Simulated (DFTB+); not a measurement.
C3H6BFSi: geometry relaxation

The run: geometry relaxation of C3H6BFSi, SMILES C[SiH2]C#CBF. Method and program: GFN2-xTB, R-SCC, dispersion built in (DFTB+ 25.1).

The geometry comes from this level: GFN2-xTB.

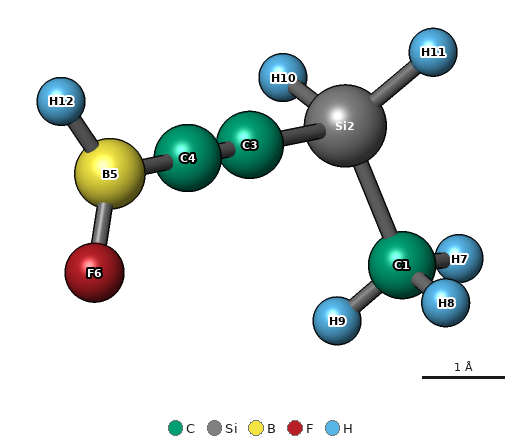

The structure as given in the input (ball-and-stick view, seen at a tilt; atoms are numbered from 1 in the order of the input).

## Input (dftb_in.hsd)
```
Geometry = GenFormat {
  <<< "start.gen"
}
Driver = ConjugateGradient {
  MovedAtoms = 1:-1
  MaxForceComponent = 0.001
  MaxSteps = 100
  AppendGeometries = Yes
}
Hamiltonian = xTB {
  Method = "GFN2-xTB"
}
Analysis {
  PrintForces = Yes
}
Options {
  WriteResultsTag = Yes
}
InputVersion = 25.1
```

## File start.gen
```
12 C
C Si B F H
   1  1      1.092640     -1.337380     -1.514110
   2  2      1.474900     -0.165940     -0.071270
   3  1     -0.132310      0.493590      0.581290
   4  1     -1.188010      0.918170      1.003240
   5  3     -2.498930      1.454370      1.531060
   6  4     -3.632680      1.056980      0.988240
   7  5      2.004280     -1.755700     -1.932430
   8  5      0.465870     -2.165770     -1.194590
   9  5      0.569580     -0.820430     -2.314390
  10  5      2.276370      0.978830     -0.521260
  11  5      2.137200     -0.880690      1.026810
  12  5     -2.568910      2.223950      2.417420
```

Run as:
```bash
dftb+ > run.log
```

## The program's output
```
|  DFTB+ development version (commit: a23bfb2)

Reading input file 'dftb_in.hsd'
Parser version: 14

--------------------------------------------------------------------------------
WARNING!
-> This driver is deprecated and will be removed in future versions.
Please use the GeometryOptimisation driver instead.
Path: dftbplusinput/Driver/ConjugateGradient
Line: 4-9 (File: dftb_in.hsd)

Processed input in HSD format written to 'dftb_pin.hsd'

Starting initialization...
--------------------------------------------------------------------------------
OpenMP threads:              1
Chosen random seed:          261193942
Current stacksize:           unlimited
Mode:                        Conjugate gradient relaxation
Self consistent charges:     Yes
SCC-tolerance:                 0.100000E-04
Max. scc iterations:                    100
Shell resolved Hubbard:      Yes
Spin polarisation:           No
Nr. of up electrons:            16.000000
Nr. of down electrons:          16.000000
Periodic boundaries:         No
Electronic solver:           Relatively robust
Mixer:                       Broyden mixer
Mixing parameter:                  0.200000
Nr. of chrg. vec. in memory:            100
Max. SCC-cycles:                        100
Nr. of moved atoms:                      12
Max. nr. of geometry steps:             100
Force tolerance:               0.100000E-02
tblite library version:      0.3.0
-> parametrization:          GFN2-xTB
-> repulsion:                Yes
-> dispersion:               Yes
-> halogen bonding:          No
-> electrostatics:           Yes
   -> isotropic:             Yes
   -> anisotropic:           Yes
   -> third-order:           Yes
Electronic temperature:              0.950045E-03 H      0.258520E-01 eV
Initial charges:             Set automatically (system chrg:   0.000E+00)
Included shells:             C:  s, p
                            Si:  s, p, d
                             B:  s, p
                             F:  s, p
                             H:  s
Extra options:
                             Mulliken analysis
Force type                   original

--------------------------------------------------------------------------------

***  Geometry step: 0

 iSCC Total electronic   Diff electronic      SCC error
    1   -0.17157174E+02    0.00000000E+00    0.14264262E+01
    2   -0.17352461E+02   -0.17157174E+02    0.10434930E+01
    3   -0.17378616E+02   -0.19528720E+00    0.59103417E+00
    4   -0.17384958E+02   -0.26154889E-01    0.26795800E+00
    5   -0.17389540E+02   -0.63417071E-02    0.83328039E-01
    6   -0.17390451E+02   -0.45820224E-02    0.52196614E-01
    7   -0.17390555E+02   -0.91117216E-03    0.41574931E-01
    8   -0.17390516E+02   -0.10435845E-03    0.16767003E-01
    9   -0.17390816E+02    0.38916348E-04    0.14866153E-01
   10   -0.17390807E+02   -0.29988325E-03    0.55617039E-02
   11   -0.17390782E+02    0.96687127E-05    0.16334277E-02
   12   -0.17390782E+02    0.24411054E-04    0.69620533E-03
   13   -0.17390787E+02   -0.24104495E-06    0.39987691E-03
   14   -0.17390785E+02   -0.47163222E-05    0.29176622E-03
   15   -0.17390782E+02    0.17029197E-05    0.47544884E-04
   16   -0.17390781E+02    0.32646202E-05    0.16053809E-04
   17   -0.17390781E+02    0.79009214E-06    0.75259071E-05

Total Energy:                      -17.1507207152 H         -466.6949 eV
Extrapolated to 0K:                -17.1507207152 H         -466.6949 eV
Total Mermin free energy:          -17.1507207152 H         -466.6949 eV
Force related energy:              -17.1507207152 H         -466.6949 eV

Maximal force component:             0.514525E-03
Averaged force norm:                 0.195076E-03

Geometry converged

--------------------------------------------------------------------------------
--------------------------------------------------------------------------------
SCC                                    +       0.01 ( 76.6%)       0.02 ( 91.7%)
--------------------------------------------------------------------------------
Missing                                +       0.00 ( 23.4%)       0.00 (  8.3%)
Total                                  =       0.01 (100.0%)       0.02 (100.0%)
--------------------------------------------------------------------------------
```

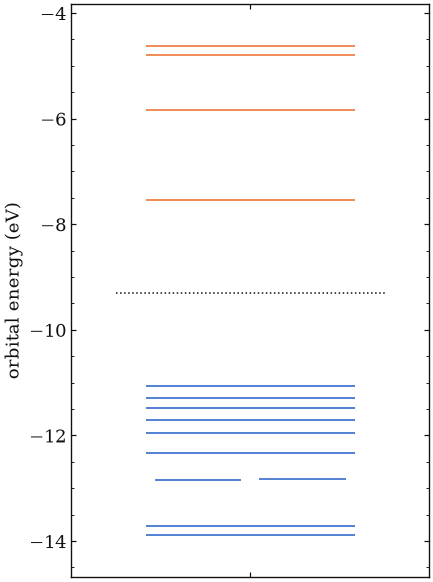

Orbital energies near the frontier; the dotted line parts filled from empty levels, and levels within 0.02 eV of each other stand side by side. Highest filled −11.07 eV, lowest empty −7.53 eV, 3.54 eV apart.

## Results in brief

| quantity | value |
| --- | --- |
| outcome | converged |
| Mermin free energy | −17.150721 hartree |
| basis functions | 35 |
| largest force | 0.027 eV/Å |
| HOMO | −11.07 eV |
| LUMO | −7.53 eV |
| dipole moment | 1.95 D |
| hardware | 1 thread of AMD EPYC (Zen 5), 32 GiB of memory available, shared host |
| peak memory | 0.072 GiB |

## Remarks

Settings chosen away from the usual ones: optimiser.
